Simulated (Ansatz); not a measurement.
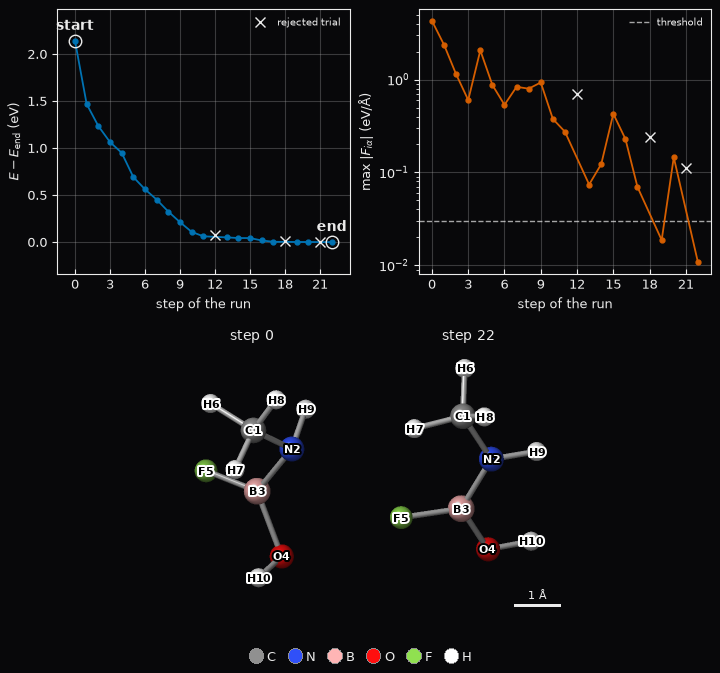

First and last geometry of a relaxation of CH$_{5}$BFNO (coarse preliminary run), with the history of the run. The picture is a ball-and-stick view, seen from a free direction.

The start comes from a force field.

Computed with RKS PBE-D4/def2-SVP (Ansatz). Settings: force threshold 0.03 eV/Å; at most 200 steps.

What do the curves and the structures tell?

Answer. It converged. Over 19 accepted moves (22 points after the start) the energy falls by 2.140 eV. The largest force component goes from 4.3 to 0.011 eV/Å. The line search rejected the trial steps at points 12, 18, 21 of the run. The forces were under the threshold at step 19, but the run went on from there. The largest move after the best rigid fit is that of H10, 1.87 Å. By element the largest moves are H 1.87 Å, F 1.73 Å, B 0.56 Å, N 0.43 Å, O 0.39 Å, C 0.37 Å. Near-neighbour distances that change, for instance: B3–O4 1.549 → 1.374 Å, N2–B3 1.526 → 1.420 Å, C1–H6 1.191 → 1.113 Å, B3–F5 1.424 → 1.351 Å. Bond angles that change, for instance: B3–O4–H10 97.9° → 113.2°, C1–N2–B3 110.1° → 125.2°, B3–N2–H9 106.9° → 120.0°. Groups turn about B3–O4 by about 90°.
